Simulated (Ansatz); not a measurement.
# Quasi-harmonic thermodynamics of AlFe (Pm-3m), part 2 of 2

Aim: the lattice, expansion, heat capacity and bulk modulus of AlFe as it warms.

Ansatz 0.2.0; DFT PBE, scalar-relativistic, plane waves, PAW.

So far. Step 2 (A first coarse run): The start is under -6.0 GPa at this level and looks like a metal on this mesh. Step 4 (Tight relaxation): The residual pressure is -3.5e-4 GPa, small enough for phonons. The relaxed cell has a = 2.875 Å (conventional setting).

## (5) Phonons on strained cells

The study relaxes the crystal at several strains, solves the phonons on some of them and minimises the free energy at each temperature (static energy, vibrations, the electrons in a metal, and PV under a set pressure); the q-mesh sets how far the force constants reach.

input.yaml

```yaml
crystal:
  lattice:
    - [2.8749283646, 0.0, 0.0]
    - [0.0, 2.8749283646, 0.0]
    - [0.0, 0.0, 2.8749283646]
  atoms:
    - { symbol: Al, position: [0.0, 0.0, 0.0] }
    - { symbol: Fe, position: [0.5, 0.5, 0.5], spin: 0.8 }
kpoints:
  mp_grid: { grid: [16, 16, 16] }
hamiltonian:
  xc: pbe
scf:
  occupations: { method: gaussian, width: 0.15 }
output:
  eigenvalues: true
  populations: true
magnetization:
  spin_polarized: true
phonons:
  method: dfpt
  qmesh: [2, 2, 2]
  temperatures: { t_max: 900.0, t_step: 50 }
  thermal_expansion: {}
```

Run with:

```bash
ansatz run input.yaml --threads 4 --pin off --max-ram 8192MiB --backend cpu --events-out ev --progress --plain --runs-dir out
```

Numbers of over 12 decimals in the logs are rounded to 6 here.

The log of the run:

```text
[...]
Crystal: 2 atoms, lattice volume = 23.762 Å³
Basis set: ecut = 487.2 eV, 587 PW (Γ), exchange–correlation on 48×48×48 points (8 copies of the dense FFT grid, shifted against one another)
Bands: 14, of which v1, the nominal top of the filled ones, is band 10 counted from 1 (9 counted from 0)
Symmetry: 48 space group operations
[...]
k-points: 165 of 4096
[...]
Starting moments: Σ|m| = 0.8 μB on 1 of 2 sites
[...]
SCF iter   1: F=—  HF=-5018.162565 eV  |F-HF|=—  |Δ(HF+E_count)|=         —  Δρ=5.42e-2 (↑5.21e-2 ↓5.42e-2)  dr2=1.61e0  dr2_m=2.16e-2  M=0.771 μB ∫|m|=0.831 μB  β_m=0.30  ethr=3.10e-3  ⟨swp⟩=4.1  Hψ=21242  notcnv=0
[...]
SCF iter  14: F=-5018.636142 eV  HF=-5018.636142 eV  |F-HF|=1.82e-12  |Δ(HF+E_count)|=  9.09e-13  Δρ=7.39e-9 (↑4.01e-9 ↓7.39e-9)  dr2=3.27e-14  dr2_m=1.13e-15  M=0.699 μB ∫|m|=0.800 μB  ethr=1.00e-12  ⟨swp⟩=3.4  Hψ=17067  notcnv=0
SCF 1 converged in 14 iterations: F = -5018.636142 eV  dr2 = 3.27e-14
[...]
relax step   1: F+E_penalty+E_count = -5018.63614200 eV  Δ(F+E_penalty+E_count) = +0.000e0 eV  max|allowed force component| = 3.471e-29 eV/Å  Δτ_max = 0.0000 Å  (14 SCF iters, accepted)
SCF converged after 14 iterations
Magnetization: 0.6988 μB (9.8494 up, 9.1506 down)
Absolute magnetization: 0.7998 μB (∫|ρ↑−ρ↓|, with the PAW one-centre terms)
[...]
Per-site moments (μB) at R_I (Å): [(-0.027256, 1.027026), (0.730208, 1.027026)]
Free energy (F): -5018.636142 eV
[...]
Internal energy: -5018.611632 eV  (E = F + TS)
E sigma→0 (E₀):  -5018.623887 eV
Entropy (-TS):   -0.024510 eV (-12.255 meV/atom)
Fermi energy:    14.081364 eV
[...]
--- Stress (GPa, compression-positive) ---
       -0.000378      -0.000000       0.000000
        0.000000      -0.000378       0.000000
        0.000000       0.000000      -0.000378
  P = ⅓ Tr σ = -0.0004 GPa (-0.004 kbar)
--- Band table (eV; the first three rows and the last of 330) ---
  k-point 0 ↑: bands = [... 6 lower, 11.5386, 13.6855, 13.6855, 13.6855, 20.3774, 20.3774, 20.3774, 23.3408]
  k-point 1 ↑: bands = [... 6 lower, 11.5604, 13.6412, 13.6412, 13.6901, 19.7045, 20.4836, 20.4836, 23.3211]
  k-point 2 ↑: bands = [... 6 lower, 11.6232, 13.5200, 13.5200, 13.7032, 18.4606, 20.7912, 20.7912, 23.2628]
  k-point 164 ↓: bands = [... 6 lower, 10.8362, 15.1156, 15.1156, 17.0493, 17.0493, 17.0493, 18.2253, 20.3970]
── thermal expansion: 3 new cells, 3 in all ──
thermal expansion: relaxation of cell 2
thermal expansion: relaxation of cell 3
── thermal expansion: 2 new cells, 5 in all ──
thermal expansion: relaxation of cell 4
thermal expansion: lower-state search of cell 4
thermal expansion: electrons of cell 4
thermal expansion: phonons of cell 4
thermal expansion: relaxation of cell 5
thermal expansion: electrons of cell 1
thermal expansion: electrons of cell 2
thermal expansion: electrons of cell 3
thermal expansion: electrons of cell 5
thermal expansion: phonons of cell 5
── thermal expansion: 5 new cells, 10 in all ──
thermal expansion: relaxation of cell 6
thermal expansion: relaxation of cell 7
thermal expansion: relaxation of cell 8
thermal expansion: relaxation of cell 9
thermal expansion: relaxation of cell 10
thermal expansion: electrons of cell 6
thermal expansion: electrons of cell 7
thermal expansion: electrons of cell 8
thermal expansion: electrons of cell 9
thermal expansion: electrons of cell 10
thermal expansion: phonons of cell 6
thermal expansion: phonons of cell 7
--- Relaxed structure (1 steps of the walk, 1 accepted, 0 SCFs on fresh bases) ---
  F+E_penalty+E_count = -5018.63614200 eV   max|allowed force component| = 3.471e-29 eV/Å
  atoms:
    - { symbol: Al, position: [0.0, 0.0, 0.0] }
    - { symbol: Fe, position: [0.5, 0.5, 0.5] }
--- Thermal expansion: 10 cells in 3 rounds, 0 GPa ---
  no lower state was reached at cell 4
  without vibrations: a 2.87425, b 2.87425, c 2.87425 Å, V 23.7450 Å³, B 176.29 GPa
  at 0 K: a 2.88065, b 2.88065, c 2.88065 Å, V 23.9040 Å³, B 172.16 GPa
  zero-point expansion: a +0.223, b +0.223, c +0.223, V +0.670 %
      T/K        a/Å        b/Å        c/Å       V/Å³ | expansion of a, b, c, V (1e-6/K)   | that of V in the mean from 25 °C | C_P, C_V (J/mol K of the cell) | B_T, B_S (GPa)
     0.00    2.88065    2.88065    2.88065    23.9040 |    0.00    0.00    0.00    0.00 |   21.87 |     0.000     0.000 |   172.16   172.16
   100.00    2.88126    2.88126    2.88126    23.9194 |    5.64    5.64    5.64   16.92 |   29.70 |    21.237    21.166 |   171.07   171.64
   200.00    2.88368    2.88368    2.88368    23.9795 |   10.39   10.39   10.39   31.16 |   34.48 |    39.578    39.108 |   167.66   169.68
   298.15    2.88694    2.88694    2.88694    24.0610 |   12.42   12.42   12.42   37.26 |       - |    46.550    45.570 |   163.40   166.91
   350.00    2.88885    2.88885    2.88885    24.1089 |   13.14   13.14   13.14   39.41 |   38.40 |    48.665    47.396 |   160.90   165.21
   450.00    2.89282    2.89282    2.89282    24.2084 |   14.29   14.29   14.29   42.87 |   40.35 |    51.535    49.658 |   155.65   161.53
   550.00    2.89712    2.89712    2.89712    24.3163 |   15.37   15.37   15.37   46.11 |   42.14 |    53.685    51.120 |   149.81   157.33
   650.00    2.90174    2.90174    2.90174    24.4328 |   16.52   16.52   16.52   49.55 |   43.92 |    55.569    52.204 |   143.34   152.58
   750.00    2.90672    2.90672    2.90672    24.5589 |   17.83   17.83   17.83   53.48 |   45.80 |    57.398    53.078 |   136.17   147.26
   850.00    2.91213    2.91213    2.91213    24.6962 |   19.41   19.41   19.41   58.22 |   47.84 |    59.313    53.820 |   128.22   141.30
   900.00    2.91502    2.91502    2.91502    24.7699 |   20.34   20.34   20.34   61.02 |   48.96 |    60.347    54.154 |   123.91   138.07
  the static fit leaves 0.001 meV an atom of the energies and, of the stresses, 0.000 GPa of each cell's largest along a strain (root mean squares over the cells), whose Pulay part it has at -0.056 GPa
  vibrations' free energy: its fit passes through its cells
  the electrons' free energy at temperature is in it; its fit leaves 0.0007 meV an atom at the most
  free energies summed between the sampled wave vectors
  estimated error of the fitted expansion in any direction: up to 0.164e-6/K, at 900 K, with few degrees of freedom (an estimate, not a bound: it was exceeded on models of known expansion)
  by sums over the sampled wave vectors an expansion of the volume parts by up to 9.64e-6/K
  by a static energy of one degree less an expansion of the volume parts by up to 0.04e-6/K
--- Löwdin populations: 2 sites ---
  site symbol       q [e]    m [muB]
     0     Al      3.1473    -0.0626
     1     Fe     15.6950     0.7600
  spilling = 0.008297 (of n_electrons = 19.000000)
```

It took 10 min on 4 threads of Arm Neoverse V2, shared host; peak memory 1.7 GiB.

Numbers from this step:

| Property | Result |
| --- | --- |
| magnetization | 0.6988 μB |
| absolute magnetization | 0.7998 μB |
| site moments | -0.02726, 0.7302 μB |
| pressure | -3.78e-4 GPa |
| volume expansion coefficient at 298 K | 37.26 1e-6/K |
| C_P at 298 K | 23.27 J/mol-atom/K |
| entropy at 298 K | 24.97 J/mol-atom/K |
| isothermal bulk modulus at 298 K | 163.4 GPa |
| Grüneisen parameter at 298 K | 1.936 |
| volume at 298 K | 12.03 Å³/atom |
| principal linear expansion coefficients at 298 K | 12.42, 12.42, 12.42 1e-6/K |

Strained cells of the study; zero-point energy where phonons were solved; the pressures are stresses at a fixed cutoff and can carry an offset from the finite basis. Expansion cells, by row:

| cell | \|a\| (Å) | \|b\| (Å) | \|c\| (Å) | V (Å³/atom) | E - E_lowest (meV/atom) | pressure, compression positive (GPa) | gap (eV) | zero-point energy (meV/atom) |
| --- | --- | --- | --- | --- | --- | --- | --- | --- |
| 1 | 2.875 | 2.875 | 2.875 | 11.88 | 0.001 | -0.056 | - | - |
| 2 | 2.898 | 2.898 | 2.898 | 12.17 | 3.654 | -4.04 | - | - |
| 3 | 2.852 | 2.852 | 2.852 | 11.6 | 3.79 | 4.361 | - | - |
| 4 | 2.875 | 2.875 | 2.875 | 11.88 | 0 | -0.094 | - | 46.7 |
| 5 | 2.89 | 2.89 | 2.89 | 12.06 | 1.484 | -2.635 | - | 45.41 |
| 6 | 2.908 | 2.908 | 2.908 | 12.3 | 7.504 | -5.661 | - | 43.73 |
| 7 | 2.925 | 2.925 | 2.925 | 12.51 | 16.59 | -8.138 | - | 42.21 |
| 8 | 2.847 | 2.847 | 2.847 | 11.53 | 5.879 | 5.502 | - | - |
| 9 | 2.861 | 2.861 | 2.861 | 11.71 | 1.43 | 2.616 | - | - |
| 10 | 2.948 | 2.948 | 2.948 | 12.81 | 34.9 | -11.28 | - | - |

Quasi-harmonic; a, b, c are the run's own cell vectors. Expansion, by row:

| T (K) | a (Å) | b (Å) | c (Å) | alpha (deg) | beta (deg) | gamma (deg) | cell volume (Å³/cell) | alpha_a (1e-6/K) | alpha_b (1e-6/K) | alpha_c (1e-6/K) | alpha_V (1e-6/K) | C_P (J/mol-atom/K) | C_V (J/mol-atom/K) | S (J/mol-atom/K) | B_T (GPa) | B_S (GPa) | Grueneisen | extrapolation | fit error (1e-6/K) |
| --- | --- | --- | --- | --- | --- | --- | --- | --- | --- | --- | --- | --- | --- | --- | --- | --- | --- | --- | --- |
| 0 | 2.881 | 2.881 | 2.881 | 90 | 90 | 90 | 23.9 | 0 | 0 | 0 | 0 | 0 | 0 | 0 | 172.2 | 172.2 | - | 0 | 0 |
| 50 | 2.881 | 2.881 | 2.881 | 90 | 90 | 90 | 23.91 | 1.78 | 1.78 | 1.78 | 5.35 | 3.039 | 3.038 | 1.206 | 172 | 172.1 | 2.181 | 0 | 0 |
| 100 | 2.881 | 2.881 | 2.881 | 90 | 90 | 90 | 23.92 | 5.64 | 5.64 | 5.64 | 16.92 | 10.62 | 10.58 | 5.632 | 171.1 | 171.6 | 1.969 | 0 | 0.01 |
| 150 | 2.882 | 2.882 | 2.882 | 90 | 90 | 90 | 23.95 | 8.56 | 8.56 | 8.56 | 25.68 | 16.34 | 16.22 | 11.11 | 169.5 | 170.8 | 1.936 | 0 | 0.02 |
| 200 | 2.884 | 2.884 | 2.884 | 90 | 90 | 90 | 23.98 | 10.39 | 10.39 | 10.39 | 31.16 | 19.79 | 19.55 | 16.33 | 167.7 | 169.7 | 1.929 | 0 | 0.02 |
| 250 | 2.885 | 2.885 | 2.885 | 90 | 90 | 90 | 24.02 | 11.58 | 11.58 | 11.58 | 34.75 | 21.91 | 21.55 | 20.99 | 165.6 | 168.3 | 1.931 | 0 | 0.03 |
| 298.1 | 2.887 | 2.887 | 2.887 | 90 | 90 | 90 | 24.06 | 12.42 | 12.42 | 12.42 | 37.26 | 23.27 | 22.79 | 24.97 | 163.4 | 166.9 | 1.936 | 0 | 0.02 |
| 300 | 2.887 | 2.887 | 2.887 | 90 | 90 | 90 | 24.06 | 12.45 | 12.45 | 12.45 | 37.34 | 23.32 | 22.82 | 25.11 | 163.3 | 166.8 | 1.936 | 0 | 0.02 |
| 350 | 2.889 | 2.889 | 2.889 | 90 | 90 | 90 | 24.11 | 13.14 | 13.14 | 13.14 | 39.41 | 24.33 | 23.7 | 28.79 | 160.9 | 165.2 | 1.943 | 0 | 0.02 |
| 400 | 2.891 | 2.891 | 2.891 | 90 | 90 | 90 | 24.16 | 13.74 | 13.74 | 13.74 | 41.21 | 25.12 | 24.34 | 32.09 | 158.3 | 163.4 | 1.95 | 0 | 0.02 |
| 450 | 2.893 | 2.893 | 2.893 | 90 | 90 | 90 | 24.21 | 14.29 | 14.29 | 14.29 | 42.87 | 25.77 | 24.83 | 35.09 | 155.7 | 161.5 | 1.959 | 0 | 0.02 |
| 500 | 2.895 | 2.895 | 2.895 | 90 | 90 | 90 | 24.26 | 14.83 | 14.83 | 14.83 | 44.48 | 26.33 | 25.23 | 37.83 | 152.8 | 159.5 | 1.968 | 0 | 0.04 |
| 550 | 2.897 | 2.897 | 2.897 | 90 | 90 | 90 | 24.32 | 15.37 | 15.37 | 15.37 | 46.11 | 26.84 | 25.56 | 40.37 | 149.8 | 157.3 | 1.979 | 0 | 0.05 |
| 600 | 2.899 | 2.899 | 2.899 | 90 | 90 | 90 | 24.37 | 15.93 | 15.93 | 15.93 | 47.78 | 27.32 | 25.85 | 42.72 | 146.7 | 155 | 1.99 | 0 | 0.07 |
| 650 | 2.902 | 2.902 | 2.902 | 90 | 90 | 90 | 24.43 | 16.52 | 16.52 | 16.52 | 49.55 | 27.79 | 26.1 | 44.93 | 143.3 | 152.6 | 2.002 | 0 | 0.09 |
| 700 | 2.904 | 2.904 | 2.904 | 90 | 90 | 90 | 24.49 | 17.14 | 17.14 | 17.14 | 51.43 | 28.24 | 26.33 | 47.01 | 139.8 | 150 | 2.015 | 0 | 0.1 |
| 750 | 2.907 | 2.907 | 2.907 | 90 | 90 | 90 | 24.56 | 17.83 | 17.83 | 17.83 | 53.48 | 28.7 | 26.54 | 48.97 | 136.2 | 147.3 | 2.029 | 0 | 0.09 |
| 800 | 2.909 | 2.909 | 2.909 | 90 | 90 | 90 | 24.63 | 18.57 | 18.57 | 18.57 | 55.72 | 29.17 | 26.73 | 50.84 | 132.3 | 144.4 | 2.045 | 0 | 0.06 |
| 850 | 2.912 | 2.912 | 2.912 | 90 | 90 | 90 | 24.7 | 19.41 | 19.41 | 19.41 | 58.22 | 29.66 | 26.91 | 52.62 | 128.2 | 141.3 | 2.063 | 0 | 0.04 |
| 900 | 2.915 | 2.915 | 2.915 | 90 | 90 | 90 | 24.77 | 20.34 | 20.34 | 20.34 | 61.02 | 30.17 | 27.08 | 54.33 | 123.9 | 138.1 | 2.082 | 0 | 0.16 |

Table of expansion coefficient by temperature; values in 1e-6/K:

| temperature (K) | volume | principal 1 |
| --- | --- | --- |
| 0 | 0 | 0 |
| 50 | 5.35 | 1.78 |
| 100 | 16.9 | 5.64 |
| 150 | 25.7 | 8.56 |
| 200 | 31.2 | 10.4 |
| 250 | 34.8 | 11.6 |
| 298 | 37.3 | 12.4 |
| 300 | 37.3 | 12.4 |
| 350 | 39.4 | 13.1 |
| 400 | 41.2 | 13.7 |
| 450 | 42.9 | 14.3 |
| 500 | 44.5 | 14.8 |
| 550 | 46.1 | 15.4 |
| 600 | 47.8 | 15.9 |
| 650 | 49.5 | 16.5 |
| 700 | 51.4 | 17.1 |
| 750 | 53.5 | 17.8 |
| 800 | 55.7 | 18.6 |
| 850 | 58.2 | 19.4 |
| 900 | 61.0 | 20.3 |

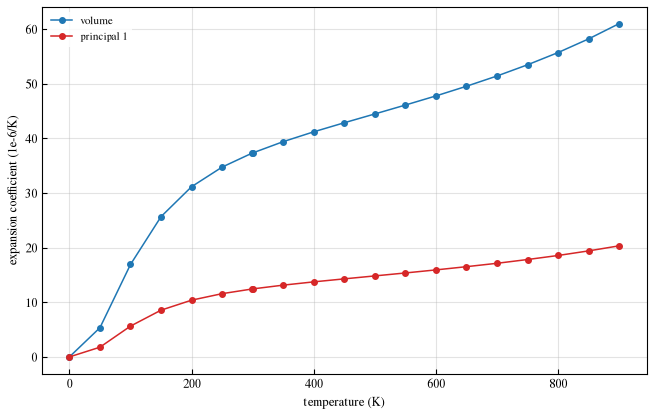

Expansion coefficient against temperature.

At 298 K the volume expansion is 37.3 × 10⁻⁶/K and B_T is 163 GPa. The q-mesh is coarse, so this is a first estimate. The program raised the cutoff to 487.2 eV by itself: with no cutoff typed, the study takes about 1.16 times the default for its relaxations and scales it with the volume for the phonons.

## (6) Phonons on strained cells, q-mesh 4×4×4

The study relaxes the crystal at several strains, solves the phonons on some of them and minimises the free energy at each temperature (static energy, vibrations, the electrons in a metal, and PV under a set pressure); the q-mesh sets how far the force constants reach.

Edit input.yaml of step 5 so:

```diff
@@ -21,3 +21,3 @@
   method: dfpt
-  qmesh: [2, 2, 2]
+  qmesh: [4, 4, 4]
   temperatures: { t_max: 900.0, t_step: 50 }
```

The log of the run:

```text
The last accepted step is kept in <dir> (removed where the run ends without a failure and the disk answers)
Engine: ansatz 0.2.0, aarch64-unknown-linux-gnu
Pseudopotentials: kind: paw
Pseudopotential: Al, paw, valence charge 3, recommended cutoff 420 eV (normal), Al.paw.azcp
Pseudopotential: Fe, paw, valence charge 16, recommended cutoff 420 eV (normal), Fe.paw.azcp
Functional definition: PBE
  parameter kappa = 0.804
  parameter beta = 0.066725
  exchange = pbe_x(kappa = kappa, mu = beta*pi^2/3)
  correlation = pbe_c(beta = beta)
Crystal: 2 atoms, lattice volume = 23.762 Å³
Basis set: ecut = 487.2 eV, 587 PW (Γ), exchange–correlation on 48×48×48 points (8 copies of the dense FFT grid, shifted against one another)
Bands: 14, of which v1, the nominal top of the filled ones, is band 10 counted from 1 (9 counted from 0)
Symmetry: 48 space group operations
Space group: Pm-3m (ITA 221), of the structure as read, at distance tolerance 2.9e-5 Å
Magnetic group: BNS 221.92 (UNI 1594), of the structure as read, at distance tolerance 2.9e-5 Å
k-points: 165 of 4096
Non-local potential: Al, projectors of the file, l = 0: 2, l = 1: 2, l = 2: 1
Non-local potential: Fe, projectors of the file, l = 0: 3, l = 1: 2, l = 2: 3, l = 3: 1
PAW form: soft (Blöchl's): semilocal exchange-correlation on the pseudo side does not see the compensation charge
PAW one-centre angular grid: Al, 110 points (default); XC on 64 Gauss nodes
PAW one-centre angular grid: Fe, 590 points (default); XC on 64 Gauss nodes
Initial density: superposition of atomic densities (chi_scale 0.1, normalization cell)
Starting moments: Σ|m| = 0.8 μB on 1 of 2 sites
Initial wavefunctions: pseudopotential atomic-orbital guess
Functional: x = pbe(κ = 0.804, μ = 0.219515), c = pbe(β = 0.066725)
SCF iter   1: F=—  HF=-5018.162565 eV  |F-HF|=—  |Δ(HF+E_count)|=         —  Δρ=5.42e-2 (↑5.21e-2 ↓5.42e-2)  dr2=1.61e0  dr2_m=2.16e-2  M=0.771 μB ∫|m|=0.831 μB  β_m=0.30  ethr=3.10e-3  ⟨swp⟩=4.1  Hψ=21242  notcnv=0
Mixer restart at iter 1: flushing history
preconditioner: auto → none  [metal: Δε(μ)=0.003 eV  Ē_g=7.744 eV  σ=0.150 eV  W_gap=0.01  n_scr=6 (ndim 8)  ℏωp=25.3 eV  f_vac=0.000  D(μ)=2.50/eV (n_scr^D=26)  sad-step TF]
SCF iter   2: F=—  HF=-5017.549316 eV  |F-HF|=—  |Δ(HF+E_count)|=   6.13e-1  Δρ=2.12e-2 (↑2.12e-2 ↓1.55e-2)  dr2=1.70e-1  dr2_m=1.69e-2  M=0.787 μB ∫|m|=0.858 μB  β_m=0.33  ethr=3.10e-3  ⟨swp⟩=2.7  Hψ=10745  notcnv=0  defer=22
SCF iter   3: F=—  HF=-5017.949109 eV  |F-HF|=—  |Δ(HF+E_count)|=         —  Δρ=1.69e-2 (↑1.69e-2 ↓8.28e-3)  dr2=1.06e-1  dr2_m=1.22e-2  M=0.798 μB ∫|m|=0.890 μB  β_m=0.33  ethr=8.93e-4  ⟨swp⟩=2.0  Hψ=6106  notcnv=0  defer=24
Mixer restart at iter 3: flushing history
[...]
SCF converged after 14 iterations
Magnetization: 0.6988 μB (9.8494 up, 9.1506 down)
Absolute magnetization: 0.7998 μB (∫|ρ↑−ρ↓|, with the PAW one-centre terms)
Spin contamination: 0.0078 ħ² per cell (⟨S²⟩ above its minimum at these occupations)
Per-site moments (μB) at R_I (Å): [(-0.027256, 1.027026), (0.730208, 1.027026)]
Free energy (F): -5018.636142 eV
Harris-Foulkes:  -5018.636142 eV  (|F-HF|=1.82e-12)
Internal energy: -5018.611632 eV  (E = F + TS)
E sigma→0 (E₀):  -5018.623887 eV
Entropy (-TS):   -0.024510 eV (-12.255 meV/atom)
Fermi energy:    14.081364 eV
--- Per-component energies (eV) ---
  E_band       = -247.670944
  E_kinetic    = 381.813947
  E_local      = -2746.012227  (includes V_loc(G=0)·N_el)
  E_nonlocal   = 226.776341
  E_hartree    = 1188.347560
  E_xc         = -159.956432
  E_vxc        = -183.848655  (∫ρ·V_xc dr)
  E_paw        = -1833.802467  (= ΣΔE_a)
  E_vpaw       = -303.095739  (= ΣTr[D̂ρ^β])
  E_aug_tail   = 0.000256  (compensation charges beyond the density's cutoff)
  E_ewald      = -2075.778611
  E_smearing   = -0.024510  (= −TS)
  E_closure    = 0.000000  (closes the sum)
  Σ components = -5018.636142   (vs F -5018.636142, Δ=0.00e0)
--- Forces (eV/Å), atoms counted from 1 ---
  atom   1  Al     0.00000000     0.00000000     0.00000000
  atom   2  Fe     0.00000000    -0.00000000    -0.00000000
  max |Σ_I F_I| component: 6.94e-29 eV/Å
--- Stress (GPa, compression-positive) ---
       -0.000378      -0.000000       0.000000
        0.000000      -0.000378       0.000000
        0.000000       0.000000      -0.000378
  P = ⅓ Tr σ = -0.0004 GPa (-0.004 kbar)
--- Band table (eV; the first three rows and the last of 330) ---
  k-point 0 ↑: bands = [... 6 lower, 11.5386, 13.6855, 13.6855, 13.6855, 20.3774, 20.3774, 20.3774, 23.3408]
  k-point 1 ↑: bands = [... 6 lower, 11.5604, 13.6412, 13.6412, 13.6901, 19.7045, 20.4836, 20.4836, 23.3211]
  k-point 2 ↑: bands = [... 6 lower, 11.6232, 13.5200, 13.5200, 13.7032, 18.4606, 20.7912, 20.7912, 23.2628]
  k-point 164 ↓: bands = [... 6 lower, 10.8362, 15.1156, 15.1156, 17.0493, 17.0493, 17.0493, 18.2253, 20.3970]
── thermal expansion: 3 new cells, 3 in all ──
thermal expansion: relaxation of cell 2
thermal expansion: relaxation of cell 3
── thermal expansion: 2 new cells, 5 in all ──
thermal expansion: relaxation of cell 4
thermal expansion: lower-state search of cell 4
thermal expansion: electrons of cell 4
thermal expansion: phonons of cell 4
thermal expansion: relaxation of cell 5
thermal expansion: electrons of cell 1
thermal expansion: electrons of cell 2
thermal expansion: electrons of cell 3
thermal expansion: electrons of cell 5
thermal expansion: phonons of cell 5
── thermal expansion: 6 new cells, 11 in all ──
thermal expansion: relaxation of cell 6
thermal expansion: relaxation of cell 7
thermal expansion: relaxation of cell 8
thermal expansion: relaxation of cell 9
thermal expansion: relaxation of cell 10
thermal expansion: relaxation of cell 11
thermal expansion: electrons of cell 6
thermal expansion: electrons of cell 7
thermal expansion: electrons of cell 8
thermal expansion: electrons of cell 9
thermal expansion: electrons of cell 10
thermal expansion: electrons of cell 11
thermal expansion: phonons of cell 6
thermal expansion: phonons of cell 7
```

Elapsed: 45 min, on 4 threads; peak memory 4.3 GiB.

The run was cut off at its time limit.

## (7) What came out

| Quantity | Value |
| --- | --- |
| settings of these figures | PBE, 487.2 eV, k 16×16×16, q 2×2×2 |
| volume expansion coefficient at 298 K | 37.26 1e-6/K |
| C_P at 298 K | 23.27 J/mol-atom/K |
| entropy at 298 K | 24.97 J/mol-atom/K |
| isothermal bulk modulus at 298 K | 163.4 GPa |
| Grüneisen parameter at 298 K | 1.936 |
| volume at 298 K | 12.03 Å³/atom |
| principal linear expansion coefficients at 298 K | 12.42, 12.42, 12.42 1e-6/K |

Near room temperature AlFe expands by 37.3 × 10⁻⁶/K in volume by PBE, with C_P = 23.3 J/(mol K) per mole of atoms and B_T = 163 GPa. The q-mesh is coarse, and the expansion can converge slowly with it. C_P at room temperature is 93 % of the classical 3R an atom. In this metal the study includes the electrons' free energy, which adds a term that grows with temperature, so the heat capacities need not level off at 3R.

[Logs are printed without paths, hosts, clocks, repeated set-up lines and the standing remarks that a program may print on its own settings, such as how far it seeks lower states.]

[Hosts, paths, dates, database ids (printed as entryN), source tags and the programs' standing remarks are cut or masked in the printed files.]

[A step with changed settings may run another functional than the one named; its input shows which.]

[Pressures of single members of a volume series are the stress at the run's cutoff; with an incomplete basis they can lie off −dE/dV of the same runs, and they are not shown converged.]
